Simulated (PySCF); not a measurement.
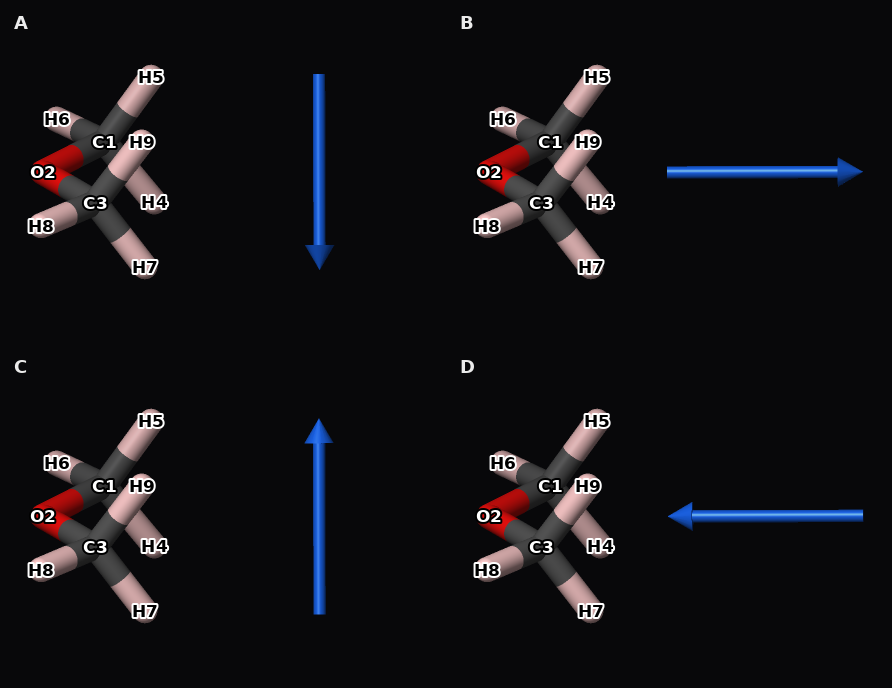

The same molecule four times, each with an arrow. Computed geometry: PBE0-D3(BJ)/def2-SVP optimisation. No frequency run is at hand to confirm it as a minimum. Properties computed with ωB97X-D/def2-SVPD, gas phase (PySCF 2.14.0).

Question: Which arrow points along the dipole moment, from the negative to the positive end?

Answer: B. The dipole moment is 1.28 D; it points from the side of O2, H6, H8 to the side of H4, H5, H7, H9 (the outermost atoms at the two ends).
